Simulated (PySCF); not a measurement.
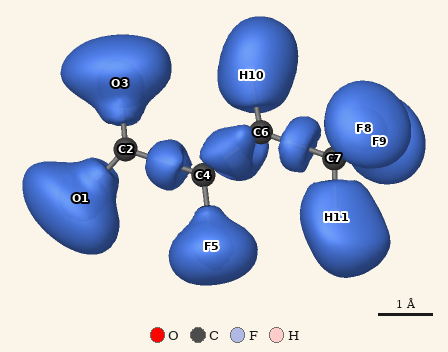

Figure. C₄H₂F₃O₂ (SMILES O=C([O-])/C(F)=C/C(F)F) (charge −1). Isosurface of the ELF at 0.75 (blue), seen at a tilt. Core shells and regions of very low density are left out.

Geometry: PBE0-D3(BJ)/def2-SVP.

Theory: B3LYP/def2-SVPD, SCF density, gas phase in PySCF 2.14.0.

```xyz
11

O     3.0158    0.7855   -0.4653
C     2.0122    0.8769    0.2535
O     1.8130    1.4418    1.3413
C     0.7595    0.1465   -0.2958
F     0.8918   -0.4184   -1.5049
C    -0.4083    0.0330    0.3524
C    -1.5719   -0.6904   -0.1848
F    -2.6748    0.1159   -0.2833
F    -1.9564   -1.7195    0.6341
H    -0.4604    0.5164    1.3297
H    -1.3750   -1.1133   -1.1837
```

Where are the electrons localised?

Answer. At this value the surface marks out three regions between bonded C–C atoms (shared pairs), two regions around hydrogen nuclei, three regions on F in which the atom's valence shell and bonds are merged and two regions on O in which the atom's valence shell and bonds are merged. Profiles from the grid: C–O (1.24 Å): the ELF peaks at about 0.85 between the atoms (a polar covalent bond). C–C (1.34 Å): the ELF peaks at about 0.95 between the atoms: a short, multiple covalent bond.
